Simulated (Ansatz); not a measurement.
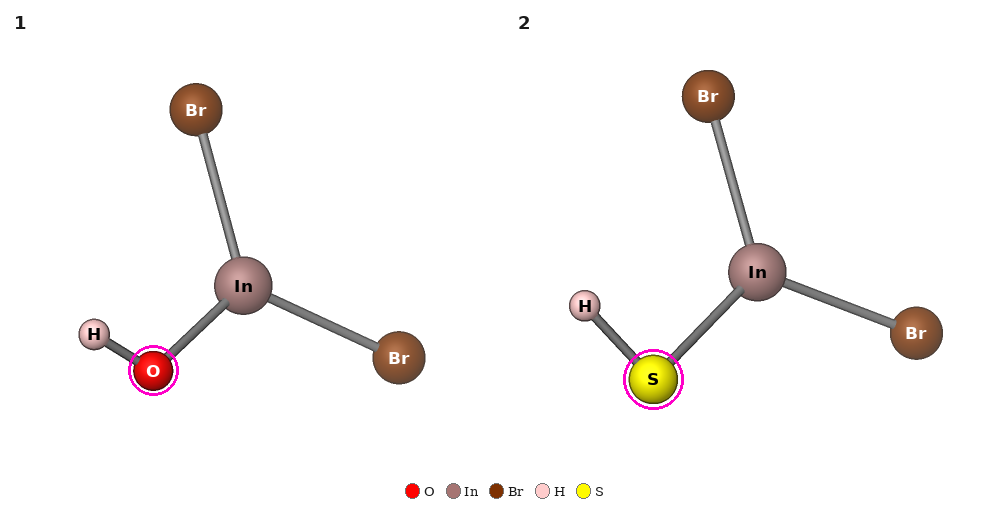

2 molecules with one skeleton, seen from the same side and at one scale; the atom that differs is circled. Each species is neutral and a spin singlet. Computed geometries: PBE0-D4/def2-TZVP optimisations, one conformation each. Properties computed with Ansatz 0.2.0. Elements past Kr carry core potentials.

One atom differs, called X below: O in panel 1, S in panel 2. Their formulas are Br2HInO (`[OH][In]([Br])[Br]`), Br2HInS (`[SH][In]([Br])[Br]`).

Question: In which is the HOMO–LUMO gap larger (CAM-B3LYP-D4/def2-TZVPP)?

Answer: In panel 1 (X = O).

Question: In which is the angle In–X–H larger (PBE0-D4/def2-TZVP)?

Answer: In panel 1 (X = O).

Give the values. With PBE0-D4/def2-TZVP: length of X–H (Å), length of X–In (Å), angle In–X–H (°). With CAM-B3LYP-D4/def2-TZVPP: HOMO energy (Kohn–Sham orbital) (eV), HOMO–LUMO gap (eV).

```
                            quantity   1 (O)  2 (S)   2 − 1
                   length of X–H (Å)   0.962  1.345  +0.383
                  length of X–In (Å)   1.964  2.359  +0.395
                    angle In–X–H (°)   111.8   92.1   −19.7
HOMO energy (Kohn–Sham orbital) (eV)  −10.01  −9.49   +0.52
                  HOMO–LUMO gap (eV)    8.30   7.85   −0.45
```
